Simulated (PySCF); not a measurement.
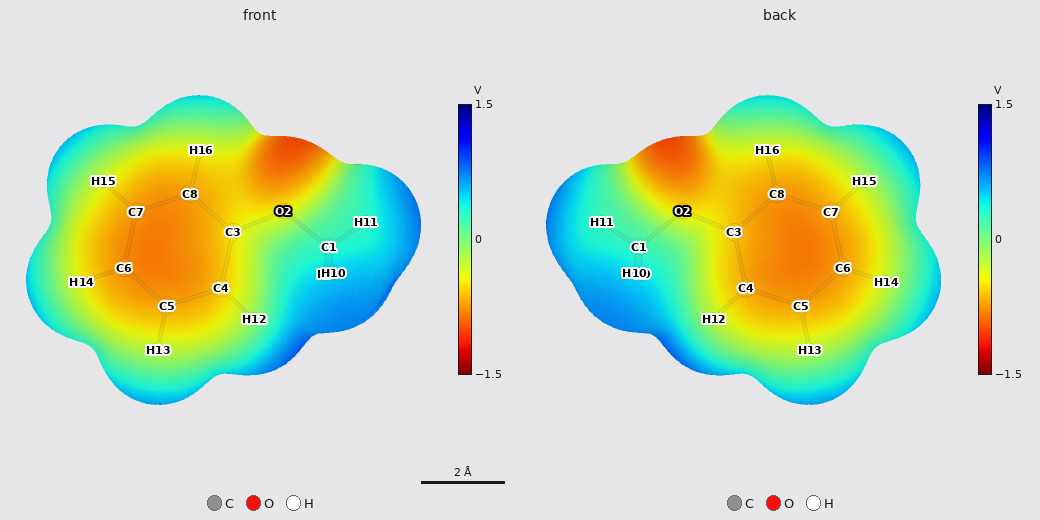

The picture shows: C7H8O (SMILES COc1ccccc1). The electrostatic potential painted on the density surface at 0.001 e/bohr³, seen from the front and from behind; red is negative and blue positive.

Geometry: PBE0-D3(BJ)/def2-SVP.

Computed with PBE0/pcSseg-1, SCF density, gas phase, non-relativistic in PySCF.

```xyz
16

C    -2.6642   -0.1477    0.0742
O    -1.6321    0.7789    0.2540
C    -0.3626    0.3942    0.0061
C     0.0035   -0.8861   -0.4237
C     1.3499   -1.1766   -0.6555
C     2.3341   -0.2127   -0.4639
C     1.9610    1.0633   -0.0323
C     0.6274    1.3680    0.2018
H    -2.7138   -0.5137   -0.9670
H    -2.5609   -1.0168    0.7487
H    -3.6009    0.3734    0.3109
H    -0.7474   -1.6608   -0.5814
H     1.6248   -2.1793   -0.9925
H     3.3839   -0.4494   -0.6484
H     2.7217    1.8322    0.1239
H     0.3165    2.3588    0.5386
```

> Which sites attract a positive test charge, and which a negative one?

A positive charge is drawn to the negative regions and a negative charge to the positive ones. The most negative region (about −1.0 V) lies over O2, the most positive (about +0.8 V) over C1 and H12.

> How polar is the molecule by this calculation?

Its dipole moment is 1.42 D.
